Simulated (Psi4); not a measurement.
## Run report: GeO, geometry relaxation (part 2 of 2)

Continued. System: GeO. Method: MP2/pcseg-1, RHF (Psi4 1.11). The geometry comes from this level: PBE0-D4/def2-TZVP.

Geometry of the input (Å):
```
O  -0.0000  -0.0000  -0.0230
Ge 0.0000  0.0000  1.5995
```

Output, continued:
```
	----------------------------------------------------------------------------------------------~
	   Step    Total Energy     Delta E     Max Force     RMS Force      Max Disp      RMS Disp   ~
	----------------------------------------------------------------------------------------------~
	  Convergence Criteria     1.00e-06 *    3.00e-04 *             o    1.20e-03 *             o~
	----------------------------------------------------------------------------------------------~
	     1   -2150.20832915   -2.15e+03      4.41e-02      4.41e-02 o    9.28e-02      9.28e-02 o  ~
	----------------------------------------------------------------------------------------------

Next Geometry in Ang
	Fragment 1 (Ang)

	    O   0.0000000000   0.0000000000  -1.3584896728
	   Ge   0.0000000000   0.0000000000   0.3131882779

    Structure for next step:
    Molecular point group: c1
    Full point group: C_inf_v

    Geometry (in Angstrom), charge = 0, multiplicity = 1:

    O            0.000000000000     0.000000000000    -1.374307976248
    GE           0.000000000000     0.000000000000     0.297369974436

gradient() will perform analytic gradient computation.
    SCF Algorithm Type (re)set to DF.

   => Loading Basis Set <=

    Name: PCSEG-1
    Role: ORBITAL
    Keyword: BASIS

         ---------------------------------------------------------
                                   SCF
                              RHF Reference
                        1 Threads,   1525 MiB Core
         ---------------------------------------------------------

  ==> Geometry <==

    Molecular point group: c1
    Full point group: C_inf_v

    Geometry (in Angstrom), charge = 0, multiplicity = 1:

       Center              X                  Y                   Z               Mass
    ------------   -----------------  -----------------  -----------------  -----------------
         O            0.000000000000     0.000000000000    -1.374307976248    15.994914619570
         GE           0.000000000000     0.000000000000     0.297369974436    73.921177761000

  Running in c1 symmetry.

  Rotational constants: A = ************  B =      0.45875  C =      0.45875 [cm^-1]
  Rotational constants: A = ************  B =  13753.03638  C =  13753.03638 [MHz]
  Nuclear repulsion =   81.037957027603596

  Charge       = 0
  Multiplicity = 1
  Electrons    = 40
  Nalpha       = 20
  Nbeta        = 20

  ==> Algorithm <==

  SCF Algorithm Type is DF.
  DIIS enabled.
  MOM disabled.
  Fractional occupation disabled.
  Guess Type is READ.
  Energy threshold   = 1.00e-10
  Density threshold  = 1.00e-10
  Integral threshold = 1.00e-12

  ==> Primary Basis <==

  Basis Set: PCSEG-1
    Blend: PCSEG-1
    Number of shells: 17
    Number of basis functions: 41
    Number of Cartesian functions: 44
    Spherical Harmonics?: true
    Max angular momentum: 2

   => Loading Basis Set <=

    Name: DEF2-UNIVERSAL-JKFIT
    Role: JKFIT
    Keyword: DF_BASIS_SCF

   => Loading Basis Set <=

    Name: PCSEG-1
    Role: ORBITAL
    Keyword: BASIS

  Reading orbitals from file scr/output.180.npy, no projection.

  ==> Integral Setup <==

  DFHelper Memory: AOs need 0.006 GiB; user supplied 1.118 GiB.
  SCF_SUBTYPE=INCORE selected. In-core MEM_DF algorithm will be used.
  Using in-core AOs.

  ==> MemDFJK: Density-Fitted J/K Matrices <==

    J tasked:                   Yes
    K tasked:                   Yes
    wK tasked:                   No
    Memory [MiB]:              1144
    Algorithm:                 Core
    Schwarz Cutoff:           1E-12
    Mask sparsity (%):       0.4759
    Fitting Condition:        1E-10

   => Auxiliary Basis Set <=

  Basis Set: DEF2-UNIVERSAL-JKFIT
    Blend: DEF2-UNIVERSAL-JKFIT
    Number of shells: 85
    Number of basis functions: 343
    Number of Cartesian functions: 464
    Spherical Harmonics?: true
    Max angular momentum: 5

  Minimum eigenvalue in the overlap matrix is 3.6882367972E-02.
  Reciprocal condition number of the overlap matrix is 1.2109727652E-02.
    Using symmetric orthogonalization.

  ==> Pre-Iterations <==

  SCF Guess: Orbitals guess was supplied from a previous computation.

   -------------------------------------------------------
    Irrep   Nso     Nmo     Nalpha   Nbeta   Ndocc  Nsocc
   -------------------------------------------------------
     A         41      41      20      20      20       0
   -------------------------------------------------------
    Total      41      41      20      20      20       0
   -------------------------------------------------------

  ==> Iterations <==

                           Total Energy        Delta E     RMS |[F,P]|

   @DF-RHF iter   0: -2149.88317178827219   -2.14988e+03   6.28026e-03
   @DF-RHF iter   1: -2149.91135512586743   -2.81833e-02   3.11102e-04 DIIS/ADIIS
   @DF-RHF iter   2: -2149.91139488611771   -3.97603e-05   3.24365e-04 DIIS/ADIIS
   @DF-RHF iter   3: -2149.91146648024369   -7.15941e-05   4.56658e-05 DIIS
   @DF-RHF iter   4: -2149.91147117070477   -4.69046e-06   1.87397e-05 DIIS
   @DF-RHF iter   5: -2149.91147255370197   -1.38300e-06   9.22122e-06 DIIS
   @DF-RHF iter   6: -2149.91147274125569   -1.87554e-07   1.47779e-06 DIIS
   @DF-RHF iter   7: -2149.91147274740888   -6.15319e-09   1.41554e-07 DIIS
   @DF-RHF iter   8: -2149.91147274745072   -4.18368e-11   2.09636e-08 DIIS
   @DF-RHF iter   9: -2149.91147274745117   -4.54747e-13   2.45572e-09 DIIS
   @DF-RHF iter  10: -2149.91147274745072    4.54747e-13   4.05171e-10 DIIS
   @DF-RHF iter  11: -2149.91147274745117   -4.54747e-13   3.58919e-11 DIIS
  Energy and wave function converged.

  ==> Post-Iterations <==

    Orbital Energies [Eh]
    ---------------------

    Doubly Occupied:

       1A   -405.208996     2A    -52.149566     3A    -46.274684
       4A    -46.274684     5A    -46.272467     6A    -20.518080
       7A     -7.233503     8A     -5.230280     9A     -5.230280
      10A     -5.223909    11A     -1.705660    12A     -1.705660
      13A     -1.704429    14A     -1.698015    15A     -1.698015
      16A     -1.223005    17A     -0.614203    18A     -0.441643
      19A     -0.441643    20A     -0.426285

    Virtual:

      21A      0.028381    22A      0.028381    23A      0.165621
      24A      0.326318    25A      0.428721    26A      0.428721
      27A      0.501487    28A      0.501487    29A      0.505646
      30A      0.531939    31A      0.531939    32A      0.774363
      33A      1.221577    34A      1.242240    35A      1.242240
      36A      1.956144    37A      2.596064    38A      2.596064
      39A      2.662267    40A      2.662267    41A      2.936746

    Final Occupation by Irrep:
              A
    DOCC [    20 ]
    NA   [    20 ]
    NB   [    20 ]

  @DF-RHF Final Energy: -2149.91147274745117

   => Energetics <=

    Nuclear Repulsion Energy =             81.0379570276035963
    One-Electron Energy =               -3159.3488441818931278
    Two-Electron Energy =                 928.3994144068381047
    Total Energy =                      -2149.9114727474516258

Computation Completed

Properties will be evaluated at   0.000000,   0.000000,   0.000000 [a0]

Properties computed using the SCF density matrix

 Multipole Moments:

 ------------------------------------------------------------------------------------
     Multipole            Electronic (a.u.)      Nuclear  (a.u.)        Total (a.u.)
 ------------------------------------------------------------------------------------

 L = 1.  Multiply by 2.5417464519 to convert [e a0] to [Debye]
 Dipole X            :          0.0000000            0.0000000            0.0000000
 Dipole Y            :         -0.0000000            0.0000000           -0.0000000
 Dipole Z            :          4.5523817           -2.7941956            1.7581861
 Magnitude           :                                                    1.7581861

 ------------------------------------------------------------------------------------

	total time  =          0 seconds =       0.00 minutes

  //>>>>>>>>>>>>>>>>>>>>>>>>>>>>>>>>>>>//
  //               DFMP2               //
  //<<<<<<<<<<<<<<<<<<<<<<<<<<<<<<<<<<<//

   => Loading Basis Set <=

    Name: (PCSEG-1 AUX)
    Role: RIFIT
    Keyword: DF_BASIS_MP2

	 --------------------------------------------------------
	                          DF-MP2
	      2nd-Order Density-Fitted Moller-Plesset Theory
	              RMP2 Wavefunction,   1 Threads

	 --------------------------------------------------------

   => Auxiliary Basis Set <=

  Basis Set: (PCSEG-1 AUX)
    Blend: DEF2-SVP-RI
    Number of shells: 49
    Number of basis functions: 175
    Number of Cartesian functions: 219
    Spherical Harmonics?: true
    Max angular momentum: 4

	 --------------------------------------------------------
	                 NBF =    41, NAUX =   175
	 --------------------------------------------------------
	   CLASS    FOCC     OCC    AOCC    AVIR     VIR    FVIR
	   PAIRS      10      20      10      21      21       0
	 --------------------------------------------------------

  DFHelper Memory: AOs need 0.006 GiB; user supplied 1.118 GiB.
  SCF_SUBTYPE=INCORE selected. In-core MEM_DF algorithm will be used.
  Using in-core AOs.

         ------------------------------------------------------------
                                     CPHF
         ------------------------------------------------------------

  ==> Geometry <==

    Molecular point group: c1
    Full point group: C_inf_v

    Geometry (in Angstrom), charge = 0, multiplicity = 1:

       Center              X                  Y                   Z               Mass
    ------------   -----------------  -----------------  -----------------  -----------------
         O            0.000000000000     0.000000000000    -1.374307976248    15.994914619570
         GE           0.000000000000     0.000000000000     0.297369974436    73.921177761000

  Nuclear repulsion =   81.037957027603596
  Reference energy  = -2149.911472747451171

  ==> Basis Set <==

  Basis Set: PCSEG-1
    Blend: PCSEG-1
    Number of shells: 17
    Number of basis functions: 41
    Number of Cartesian functions: 44
    Spherical Harmonics?: true
    Max angular momentum: 2

   Number of roots    =         1
   Preconditioning    =    JACOBI
   Convergence cutoff =     1E-06
   Maximum iterations =       100

  ==> MemDFJK: Density-Fitted J/K Matrices <==

    J tasked:                   Yes
    K tasked:                   Yes
    wK tasked:                   No
    Memory [MiB]:              1144
    Algorithm:                 Core
    Schwarz Cutoff:           1E-12
    Mask sparsity (%):       0.4759
    Fitting Condition:        1E-10

   => Auxiliary Basis Set <=

  Basis Set: DEF2-UNIVERSAL-JKFIT
    Blend: DEF2-UNIVERSAL-JKFIT
    Number of shells: 85
    Number of basis functions: 343
    Number of Cartesian functions: 464
    Spherical Harmonics?: true
    Max angular momentum: 5

  ==> CPHF Iterations <==

  => Iterations <=

             Iter  Converged  Remaining    Residual
  CGR           1          0          1   1.891E-01
  CGR           2          0          1   6.852E-02
  CGR           3          0          1   2.200E-02
  CGR           4          0          1   4.775E-03
  CGR           5          0          1   4.847E-04
  CGR           6          0          1   5.295E-05
  CGR           7          0          1   8.534E-06
  CGR           8          0          1   1.132E-06
  CGR           9          1          0   1.545E-07

    CGRSolver converged.

  ==> DFCorrGrad: Density-Fitted Correlated Gradients <==

    Integrals threads:           1
    Memory [GiB]:            1.118
    Schwarz Cutoff:          0E+00
    Fitting Condition:       1E-10

   => Auxiliary Basis Set <=

  Basis Set: DEF2-UNIVERSAL-JKFIT
    Blend: DEF2-UNIVERSAL-JKFIT
    Number of shells: 85
    Number of basis functions: 343
    Number of Cartesian functions: 464
    Spherical Harmonics?: true
    Max angular momentum: 5

	-----------------------------------------------------------
	 ==================> DF-MP2 Energies <====================
	-----------------------------------------------------------
	 Reference Energy          =   -2149.9114727474511710 [Eh]
	 Singles Energy            =      -0.0000000000000000 [Eh]
	 Same-Spin Energy          =      -0.0832546767707767 [Eh]
	 Opposite-Spin Energy      =      -0.2155560947524438 [Eh]
	 Correlation Energy        =      -0.2988107715232204 [Eh]
	 Total Energy              =   -2150.2102835189743928 [Eh]
	-----------------------------------------------------------
	 ================> DF-SCS-MP2 Energies <==================
	-----------------------------------------------------------
	 SCS Same-Spin Scale       =       0.3333333333333333 [-]
	 SCS Opposite-Spin Scale   =       1.2000000000000000 [-]
	 SCS Same-Spin Energy      =      -0.0277515589235922 [Eh]
	 SCS Opposite-Spin Energy  =      -0.2586673137029325 [Eh]
	 SCS Correlation Energy    =      -0.2864188726265247 [Eh]
	 SCS Total Energy          =   -2150.1978916200778258 [Eh]
	-----------------------------------------------------------

  -Total Gradient:
     Atom            X                  Y                   Z
    ------   -----------------  -----------------  -----------------
       1        0.000000000000     0.000000000000    -0.000043045596
       2       -0.000000000000    -0.000000000000     0.000043045611

	total time  =          1 seconds =       0.02 minutes

    			-----------------------------------------

    			 OPTKING 3.0: for geometry optimizations

    			        with contributions from

    			-----------------------------------------

	                            ===> Fragment 1 <==

	 Z (Atomic Numbers)          Masses                          Geom
	       8.000000            15.994915          0.00000000  0.00000000 -2.59706569
	      32.000000            73.921178          0.00000000  0.00000000  0.56194781

	 - Coordinate -           - BOHR/RAD -       - ANG/DEG -
	 R(1,2)           =         3.159013           1.671678

	        --- Internal Coordinate Step in ANG or DEG, aJ/ANG or AJ/DEG ---
	-------------------------------------------------------------------------------
	           Coordinate      Previous         Force          Change          New
	           ----------      --------        ------          ------        ------
	               R(1,2)       1.67168       -0.00035       -0.00005       1.67163
	-------------------------------------------------------------------------------

	                                 ==> Convergence Check <==

	Measures of convergence in internal coordinates in au.

	Criteria marked as inactive (o), active & met (*), and active & unmet ( ).

	----------------------------------------------------------------------------------------------
	   Step    Total Energy     Delta E     Max Force     RMS Force      Max Disp      RMS Disp
	----------------------------------------------------------------------------------------------
	  Convergence Criteria     1.00e-06 *    3.00e-04 *             o    1.20e-03 *             o
	----------------------------------------------------------------------------------------------
	     2   -2150.21028352   -1.95e-03      4.30e-05 *    4.30e-05 o    9.05e-05 *    9.05e-05 o  ~
	----------------------------------------------------------------------------------------------

Next Geometry in Ang
	Fragment 1 (Ang)

	    O   0.0000000000   0.0000000000  -1.3742840215
	   Ge   0.0000000000   0.0000000000   0.2973460197

    Final optimized geometry and variables:
    Molecular point group: c1
    Full point group: C_inf_v

    Geometry (in Angstrom), charge = 0, multiplicity = 1:

    O            0.000000000000     0.000000000000    -1.374307976248
    GE           0.000000000000     0.000000000000     0.297369974436
```

Standard output:
```
Optimizer: Optimization complete!
total energy -2150.21028352 hartree = -58510.20201 eV
2
0 1 GeO
O                     0.000000000000     0.000000000000    -1.374307976248
Ge                    0.000000000000     0.000000000000     0.297369974436

CURRENT CORRELATION ENERGY                         -0.2988107715
CURRENT ENERGY                                  -2150.2102835190
CURRENT REFERENCE ENERGY                        -2149.9114727475
CUSTOM SCS-MP2 CORRELATION ENERGY                  -0.2864188726
CUSTOM SCS-MP2 TOTAL ENERGY                     -2150.1978916201
DD SOLVATION ENERGY                                 0.0000000000
HF KINETIC ENERGY                                2151.2008531707
HF POTENTIAL ENERGY                             -4301.1123259181
HF TOTAL ENERGY                                 -2149.9114727475
HF VIRIAL RATIO                                     1.9994006229
MP2 CORRELATION ENERGY                             -0.2988107715
MP2 DOUBLES ENERGY                                 -0.2988107715
MP2 OPPOSITE-SPIN CORRELATION ENERGY               -0.2155560948
MP2 SAME-SPIN CORRELATION ENERGY                   -0.0832546768
MP2 SINGLES ENERGY                                 -0.0000000000
MP2 TOTAL ENERGY                                -2150.2102835190
NUCLEAR REPULSION ENERGY                           81.0379570276
ONE-ELECTRON ENERGY                             -3159.3488441819
OPTIMIZATION ITERATIONS                             2.0000000000
PCM POLARIZATION ENERGY                             0.0000000000
PE ENERGY                                           0.0000000000
SCF ITERATION ENERGY                            -2149.9114727475
SCF ITERATIONS                                     11.0000000000
SCF TOTAL ENERGY                                -2149.9114727475
SCS-MP2 CORRELATION ENERGY                         -0.2864188726
SCS-MP2 TOTAL ENERGY                            -2150.1978916201
TWO-ELECTRON ENERGY                               928.3994144068
```

Trajectory as extended XYZ (Å, eV, eV/Å), 2 frames, from step=0 to step=1:
```
2
Properties=species:S:1:pos:R:3:forces:R:3 step=0 energy=-58510.14935
O     0.0000    0.0000   -0.0230    0.0000   0.0000  -2.2666
Ge    0.0000    0.0000    1.5995    0.0000   0.0000   2.2666
2
Properties=species:S:1:pos:R:3:forces:R:3 step=1 energy=-58510.20253
O     0.0000    0.0000   -0.0634    0.0000   0.0000   0.0022
Ge    0.0000    0.0000    1.6083    0.0000   0.0000  -0.0022
```

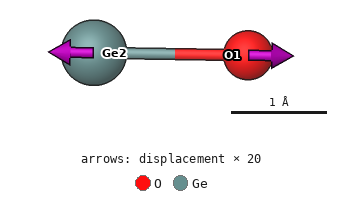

Figure 1. The starting structure with the displacements as pink arrows, magnified 20 times (ball-and-stick view, seen at a tilt). The two geometries are laid on each other by the best rigid fit. The largest moves after the best rigid fit, 0.025 Å, are those of O1 and Ge2. By element the largest moves are O 0.025 Å, Ge 0.025 Å. Among the contacts that change: O1–Ge2 1.623 → 1.672 Å. After 1 geometry step the energy has fallen by 0.053 eV. The largest force component goes from 2.3 to 0.0022 eV/Å. (Atoms are counted from 1 in the order of the input.)
